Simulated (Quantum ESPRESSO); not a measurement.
Convergence series on HfTiW₄ (F-43m, 6 atoms in the cell)

```
CELL_PARAMETERS angstrom
      0.00000     3.78080     3.78080
      3.78080     0.00000     3.78080
      3.78080     3.78080     0.00000
ATOMIC_POSITIONS crystal
  Hf 0.75000 0.75000 0.75000
  Ti 0.00000 0.00000 0.00000
  W  0.37496 0.37496 0.37496
  W  0.87512 0.37496 0.37496
  W  0.37496 0.37496 0.87512
  W  0.37496 0.87512 0.37496
```

Computed with PBEsol, PseudoDojo standard norm-conserving (PBESOL) pseudopotentials (plane waves; Quantum ESPRESSO).

The starting cell comes from a database of computed structures (which also holds hypothetical and non-ambient phases and stackings), without a prior relaxation at this level. Spin polarisation is off. In the base run, with a pressure of about -8 GPa the cell is away from its equilibrium volume at this level.

Held fixed: ecutwfc = 85 Ry; occupations = smearing; smearing = marzari-vanderbilt; degauss = 0.0073499 Ry; potentials = {Hf: Hf.upf, Ti: Ti.upf, W: W.upf}; K_POINTS = automatic 4 4 4 1 1 1; mixing_beta = 0.7.

ΔF is the free energy per atom less that of the last row (7.3e-14 Ry).

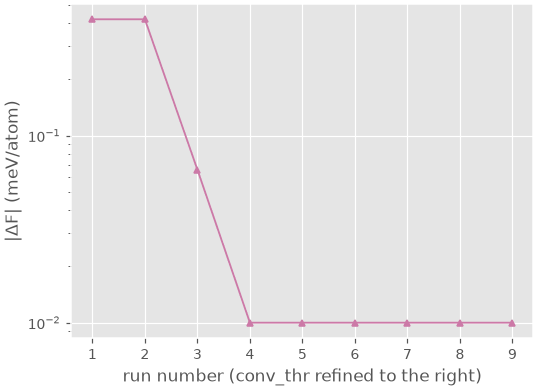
Figure: Size of the energy error against the last run of the series; values under 0.01 meV/atom are drawn at 0.01.

```
conv_thr    ΔF (meV/atom)  pressure (GPa)  largest force (eV/Å)  iterations
----------  -------------  --------------  --------------------  ----------
0.0073 Ry            0.42           -8.06                 0.015           7
0.00073 Ry           0.42           -8.06                 0.015           7
7.3e-05 Ry           0.07           -7.19                 0.015           8
7.3e-06 Ry           0.01           -7.54                 0.009          10
7.3e-07 Ry           0.00           -7.53                 0.013          11
7.3e-08 Ry           0.00           -7.51                 0.012          13
7.3e-10 Ry           0.00           -7.51                 0.012          16
1e-10 Ry             0.00           -7.51                 0.012          18
7.3e-12 Ry           0.00           -7.51                 0.012          19
7.3e-14 Ry           0.00           -7.51                 0.012          25
```

Largest force within 0.005 eV/Å of the last row: from conv_thr = 0.0073 Ry on, the coarsest one. The value it settles on is 0.012 eV/Å at this level of theory and with the other settings as held.

Pressure within 0.2 GPa of the last row: from conv_thr = 7.3e-06 Ry on; the one before it is off by 0.33 GPa. The value it settles on is -7.5 GPa at this level of theory and with the other settings as held.
